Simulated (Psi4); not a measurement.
# SClO2F (sulfuryl chloride fluoride), step by step, part 2 of 2

Psi4 1.11. Earlier steps stand in the parts before.

### Step 3. The harmonic vibrations at HF-3c/MINIX (run 2)

job.inp

```
memory 1.6 GB

molecule molecule1 {
  0 1
  O     -0.125485    -0.171207     1.483176
  S      0.089790    -0.179778     0.115966
  O      1.138101    -0.828120    -0.513620
  F     -1.173164    -0.598091    -0.545622
  Cl     0.076967     1.774934    -0.535218
}

set {
  reference                  rks
  t                          298.15
  rotational_symmetry_number 1
  scf_type                   pk
}

e, wfn = frequency('hf-3c', return_wfn=True)
print_variables()
```

The run is started by

```bash
$ psi4 -n 1 job.inp job.out
```

job.out, cut to the lines that bear on the results:

```text
[...]
  Running in c1 symmetry.
[...]
  Nuclear repulsion =  347.022557111453636
[...]
  Multiplicity = 1
[...]
  Nalpha       = 29
  Nbeta        = 29
[...]
    Number of basis functions: 43
[...]
   @RKS iter   1: -1100.12868289141238    6.08005e-01   1.60039e-02 ADIIS/DIIS
[...]
  -Total Gradient:
     Atom            X                  Y                   Z
    ------   -----------------  -----------------  -----------------
       1        0.000011752662     0.000012543348    -0.000022485398
       2       -0.000037720049     0.000013847052    -0.000026935833
       3       -0.000009038208     0.000023336687     0.000011086135
       4        0.000025270418     0.000006401858     0.000013808964
       5        0.000009735178    -0.000056128946     0.000024526141
[...]
   @RKS iter  11: -1100.38300428792513   -1.59162e-12   5.52804e-09 DIIS
[...]
  @RKS Final Energy: -1100.38300428792513
   => Energetics <=
    Nuclear Repulsion Energy =            347.0225571114536365
    One-Electron Energy =               -2210.1613393873503810
    Two-Electron Energy =                 762.9110062678503255
    Total Energy =                      -1100.3830042879251323
[...]
  ==> Harmonic Vibrational Analysis <==
[...]
  Freq [cm^-1]                 310.4417            314.5115            448.0562
[...]
  IR activ [km/mol]             0.5297              0.9068              0.2533
[...]
  Freq [cm^-1]                 538.1741            559.2010            717.0602
[...]
  IR activ [km/mol]            23.4416             32.8376             227.8754
[...]
  Freq [cm^-1]                 992.3978           1360.3053           1655.6752
[...]
  IR activ [km/mol]            153.2461            110.9725            118.8927
[...]
  Total E_0, Enthalpy at 0 [K]                                                        -1100.36729445 [Eh]
[...]
  Total H, Enthalpy at  298.15 [K]                                                    -1100.36190620 [Eh]
[...]
  Total G, Gibbs energy at  298.15 [K]                                                -1100.39593748 [Eh]
[...]
```

On the terminal:

```text
Warning: used thermodynamics relations inappropriate for low-frequency modes: ['310.4417' '314.5115' '448.0562' '538.1741' '559.2010']
```

Run time: 10 s. Hardware: 1 thread of INTEL XEON PLATINUM 8581C at 2.10GHz (Emerald Rapids), shared host; peak memory 0.24 GiB.

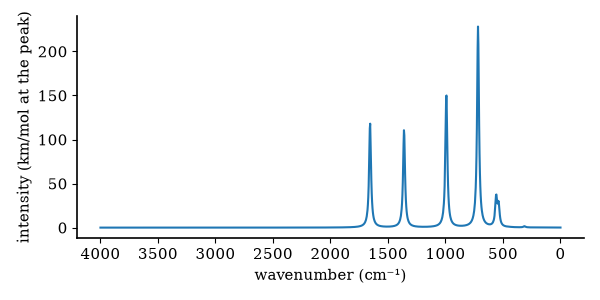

Harmonic infrared spectrum, unscaled, lines broadened by 10 cm⁻¹.

### Step 4. A single-point energy at MP2/cc-pVTZ (density fitting, density fitting for correlation) (run 3)

clfo2s.inp

```
memory 1600 mb

molecule mol {
  0 1
  O     -0.125485    -0.171207     1.483176
  S      0.089790    -0.179778     0.115966
  O      1.138101    -0.828120    -0.513620
  F     -1.173164    -0.598091    -0.545622
  Cl     0.076967     1.774934    -0.535218
  symmetry c1
}

set globals {
  freeze_core true
}

energy('mp2/cc-pVTZ')
```

The run is started by

```bash
$ psi4 clfo2s.inp clfo2s.out -n 1
```

clfo2s.out, cut to the lines that bear on the results:

```text
[...]
  Running in c1 symmetry.
[...]
  Nuclear repulsion =  347.022557111453636
[...]
  Multiplicity = 1
[...]
  Nalpha       = 29
  Nbeta        = 29
[...]
    Number of basis functions: 158
[...]
   @DF-RHF iter   1: -1106.04766081962021    7.00880e-01   4.86275e-03 DIIS/ADIIS
[...]
   @DF-RHF iter  12: -1106.26606029304867   -1.34150e-11   4.69803e-09 DIIS
[...]
    Orbital Energies [Eh]
    ---------------------
    Doubly Occupied:
       1A   -104.900143     2A    -92.304326     3A    -26.420437
       4A    -20.619201     5A    -20.619173     6A    -10.624049
       7A     -9.267448     8A     -8.090626     9A     -8.088550
      10A     -8.088491    11A     -6.953756    12A     -6.952374
      13A     -6.951523    14A     -1.781046    15A     -1.541436
      16A     -1.447805    17A     -1.170460    18A     -0.964766
      19A     -0.837762    20A     -0.819707    21A     -0.799576
      22A     -0.710435    23A     -0.697215    24A     -0.627223
      25A     -0.591029    26A     -0.556006    27A     -0.549508
      28A     -0.516827    29A     -0.504195
[...]
  @DF-RHF Final Energy: -1106.26606029304867
   => Energetics <=
    Nuclear Repulsion Energy =            347.0225571114536365
    One-Electron Energy =               -2218.5870481027122878
    Two-Electron Energy =                 765.2984306982099270
    Total Energy =                      -1106.2660602930486675
[...]
 Multipole Moments:
 ------------------------------------------------------------------------------------
     Multipole            Electronic (a.u.)      Nuclear  (a.u.)        Total (a.u.)
 ------------------------------------------------------------------------------------
 L = 1.  Multiply by 2.5417464519 to convert [e a0] to [Debye]
 Dipole X            :         -1.4185626            1.0353047           -0.3832578
 Dipole Y            :          0.9568329           -0.6223484            0.3344844
 Dipole Z            :         -1.2124564            0.8598907           -0.3525657
 Magnitude           :                                                    0.6189257
[...]
```

It took 6.3 s on 1 thread of INTEL XEON PLATINUM 8581C at 2.10GHz (Emerald Rapids), shared host; peak memory 0.37 GiB.

### Step 5. Outcome

What follows sums up all 2 parts.

| quantity | value |
| --- | --- |
| run 1, HF-3c/MINIX: total energy at the end | -1100.38243 Eh |
| run 1, HF-3c/MINIX: dipole moment | 0.95 D |
| run 1, HF-3c/MINIX: HOMO energy | -13.39 eV |
| run 1, HF-3c/MINIX: LUMO energy | 2.76 eV |
| run 1, HF-3c/MINIX: HOMO–LUMO gap | 16.15 eV |
| run 2, HF-3c/MINIX: total energy | -1100.38300 Eh |
| run 2, HF-3c/MINIX: lowest harmonic wavenumber | 310 cm⁻¹ |
| run 2, HF-3c/MINIX: highest harmonic wavenumber | 1656 cm⁻¹ |
| run 2, HF-3c/MINIX: zero-point energy | 41.2 kJ/mol |
| run 2, HF-3c/MINIX: ideal-gas entropy at 298.15 K (symmetry number 1 as used) | 71.6 cal/(mol K) |
| run 3, MP2/cc-pVTZ: total energy | -1107.35770 Eh |
| run 3, MP2/cc-pVTZ: HOMO energy (Hartree–Fock orbitals) | -13.72 eV |
| run 3, MP2/cc-pVTZ: LUMO energy (Hartree–Fock orbitals) | 2.27 eV |
| run 3, MP2/cc-pVTZ: HOMO–LUMO gap (Hartree–Fock orbitals) | 15.99 eV |
| run 3, MP2/cc-pVTZ: correlation energy (13 core orbitals frozen) | -1091.6 mEh |

**Reading.** The optimisation (run 1, HF-3c/MINIX) took 5 steps and changed the energy by -0.185 eV. All 9 modes (run 2, HF-3c/MINIX) are real, so the shape is a minimum at this level.
